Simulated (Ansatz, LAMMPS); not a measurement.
# Static equation of state of glassy 69SiO2-19Al2O3-6SrO-6Li2O (mol %) (106 atoms)

Density of this cell: 2.66 g/cm³. The cell holds 106 atoms: 22 Si, 12 Al, 2 Sr, 4 Li and 66 O. Cell: a = 11.217 Å, b = 11.109 Å, c = 11.043 Å, α = 91.2°, β = 87.5°, γ = 90.7°. The starting structure: 106 atoms (22 Si, 12 Al, 2 Sr, 4 Li, 66 O) placed at random at 2.72 g/cm³, melted at 4000 K for 10 ps at fixed volume with the Morse and Coulomb pair potential with partial charges (Pedone, Malavasi, Menziani, Cormack and Segre, J. Phys. Chem. B 110, 11780 (2006)). Quenched from 4000 K to 300 K at 50 K/ps and fixed volume, held 5 ps.

Calculated with Ansatz 0.2.0: Kohn-Sham DFT, PBE, PAW (set soft_2), plane waves; cutoff 420 eV, Γ point, gaussian smearing of 0.025 eV. Cell and atoms were relaxed first, to V0 = 12.965 Å³ an atom at a residual P0 = -0.002 GPa. The cell was then scaled evenly, and the atoms were relaxed at each volume.

| volume (Å³/atom) | pressure (GPa) |
| --- | --- |
| 11.669 | ? |
| 12.187 | 4.008 |
| 12.576 | 1.947 |
| 13.354 | -1.484 |
| 13.743 | -2.704 |

**Question.** Fit the third-order Birch–Murnaghan equation to the rows given and extrapolate to the withheld row.

**Working.**

Take the Eulerian strain f = ½[(V0/V)^(2/3) − 1] and the normalised pressure F = (P − P0) / [3f(1 + 2f)^(5/2)]. The third-order Birch–Murnaghan equation is then the line F = B0 + (3/2)B0(B′ − 4) f, so u = f and v = F.

```
      u = f  v = F (GPa)
  0.0210566      57.2591
  0.0102571      60.2032
-0.00975658      53.1938
 -0.0190506      52.1064
```

With n = 4: mean u = 6.2665e-4, mean v = 55.6906, Σ(u − ū)² = 0.0010051, Σ(u − ū)(v − v̄) = 0.17195. Slope b = 0.17195 / 0.0010051 = 171.08; intercept a = v̄ − b ū = 55.583.

So B0 = a = 55.6 GPa and B′ = 4 + 2b/(3a) = 6.05. At the withheld volume f = 0.03638, F = a + b f = 61.81 GPa, and P = P0 + 3f(1 + 2f)^(5/2) F.

Prediction at 11.669: 8.040 GPa. The run gave 6.278 GPa, so the fit is high by 1.8 GPa (28 % of the value).

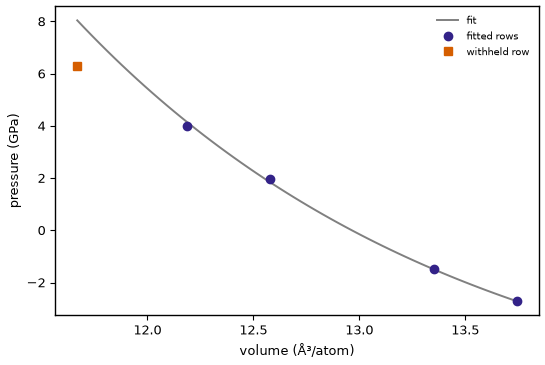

The fit, the rows that it rests on and the withheld row.

The series isn't one smooth equation of state: even a line fitted to all rows, the withheld one included, misses F by up to 11.1 %, the count of bonds changes along the series and an atom moves over 0.5 Å in some relaxation. B0 and B′ are then only the numbers of this fit, not moduli of the material. Among the rows given, the largest miss of the fit is at 12.187, by 0.13 GPa (1.5 % of the range of the table).

Limits: Static cells at zero temperature; the cell shape is held. The program notes that the SCF threshold of these relaxations is loose for the stress. The quench rate of 50 K/ps is many orders above laboratory rates, so the cell is likely richer in defects and strain than a real sample. The network of bonds at the start is that of the classical potential that made the cell, and needn't be the one that DFT or experiment would give. Only the Γ point is sampled, in a cell whose shortest periodic width is 11 Å.

[Logs are printed without paths, hosts, clocks, repeated set-up lines and the standing remarks that a program may print on its own settings, such as how far it seeks lower states.]

[Hosts, paths, dates, database ids (printed as entryN), source tags and the programs' standing remarks are cut or masked in the printed files.]
